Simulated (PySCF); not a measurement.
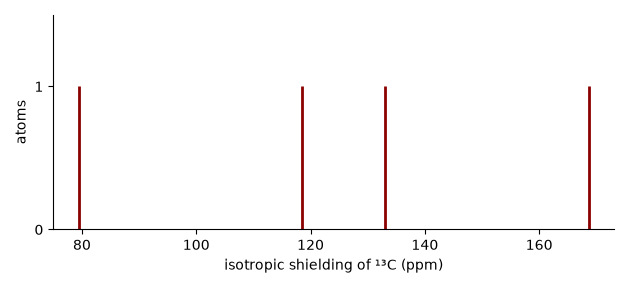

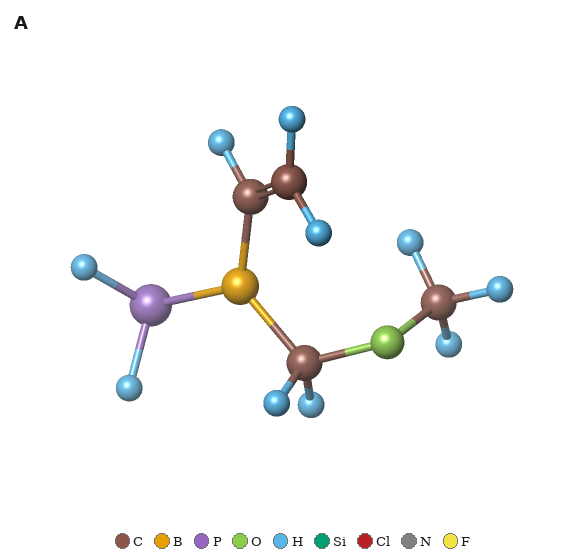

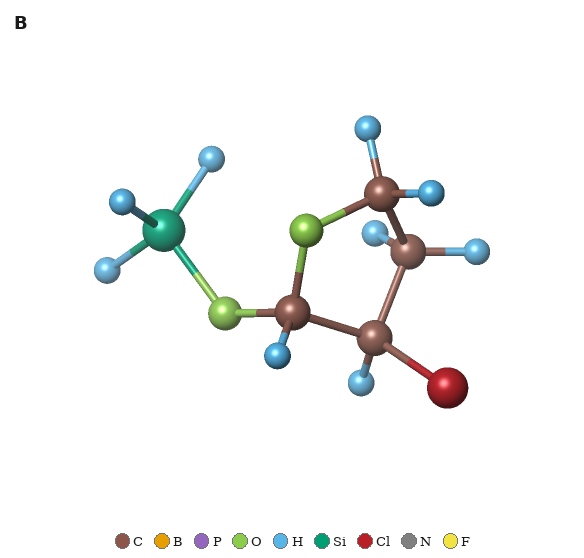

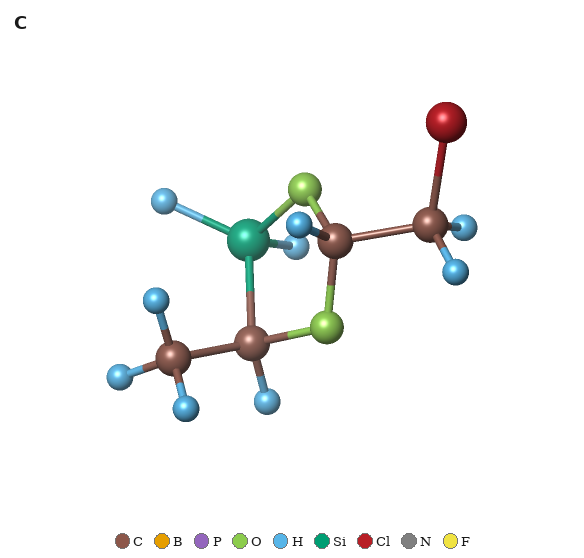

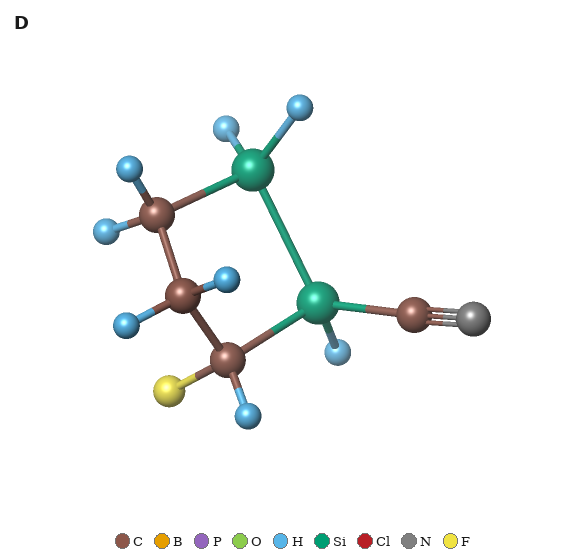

The sticks are computed shieldings of one of the molecules, for one fixed geometry (GFN2-xTB) without averaging over rotations. Low shielding means a high chemical shift. Method: GIAO PBE0/pcSseg-1 NMR shielding, non-relativistic, gas phase (PySCF 2.14.0).

**Match the spectrum to a structure.**

C, `C[C@@H]1O[C@@H](CCl)O[SiH2]1`. Its 4 C atoms give lines at 79.4, 118.5, 133.0, 168.6 ppm.

The geometry is semi-empirical. Around B, P, Si such bond lengths and angles can be off by a tenth of an ångström or more and by several degrees, and values that hang on the shape move with them.
